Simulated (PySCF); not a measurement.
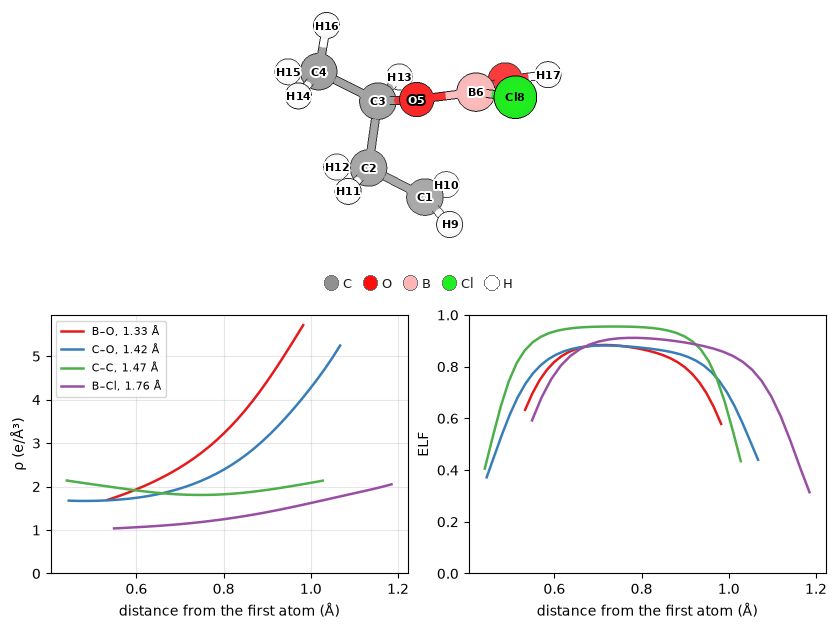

C₄H₉BClO₂ (doublet). Electron density and ELF along straight lines between neighbouring atoms. The curves leave out the atomic cores. The structure is drawn too.

Geometry: GFN2-xTB.

Level of theory: UKS B3LYP, pcH-1 on B C Cl H O, non-relativistic, mean-field spin-orbit, GIAO (PySCF 2.14.0, density-fitted response routines).

```xyz
17

C    -1.1329   -1.6289    0.4518
C    -1.4066   -0.2193    0.1470
C    -0.1484    0.5252   -0.3925
C    -0.4630    1.9774   -0.7244
O     0.8583    0.5075    0.6130
B     1.8175   -0.4146    0.6794
O     2.0196   -1.3604   -0.2606
Cl    2.8747   -0.3101    2.0773
H    -0.9152   -1.9432    1.4536
H    -0.9653   -2.3256   -0.3467
H    -1.7452    0.3110    1.0380
H    -2.1650   -0.1334   -0.6370
H     0.2249   -0.0044   -1.2772
H    -0.8197    2.4900    0.1649
H    -1.2237    2.0278   -1.4981
H     0.4351    2.4791   -1.0760
H     2.7480   -1.9660   -0.1234
```

Question: Compare the contacts.

Answer: B–O (1.33 Å): ρ at the midpoint is about 2.2 e/Å³; the ELF peaks at about 0.90 between the atoms; a polar covalent bond.
C–O (1.42 Å): ρ is about 2 e/Å³ halfway, with its minimum of 1.7 e/Å³ about 0.5 Å from C; the ELF peaks at about 0.90 between the atoms (a polar covalent bond).
C–C (1.47 Å): the density is about 1.8 e/Å³ at the midpoint; the ELF peaks at about 0.95 between the atoms, as expected for a covalent bond.
B–Cl (1.76 Å): the density is about 1.4 e/Å³ at the midpoint; the ELF peaks at about 0.90 between the atoms; a shared but strongly polarised pair.
